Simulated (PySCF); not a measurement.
Vertical excitations of a molecule C4H9O, multiplicity 2 from PySCF 2.14.0 with TDA-PBE/def2-SVPD, as energy in eV (oscillator strength): 3.54 (0.006), 3.94 (0.002), 4.20 (0.012), 4.82 (0.031), 5.06 (0.005), 5.24 (0.000), 5.51 (0.001), 5.59 (0.064), 5.84 (0.006), 5.99 (0.008). Geometry: B3LYP-D3(BJ)/def2-SVP. Other conformers were not sampled.

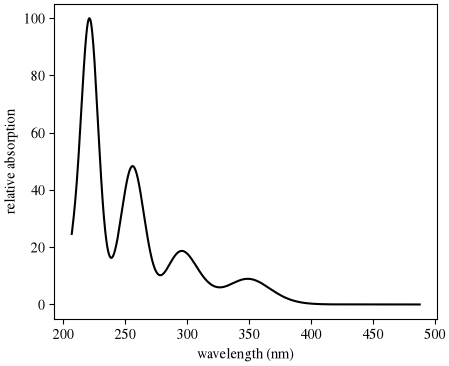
Figure: The lines broadened by 0.4 eV.

### Question
Identify the compound among the candidates.
(A) C[CH]COC
(B) C[CH]OCC
(C) CC(C)(C)[O]
(D) [CH2]C(C)(C)O

### Answer
B, C[CH]OCC
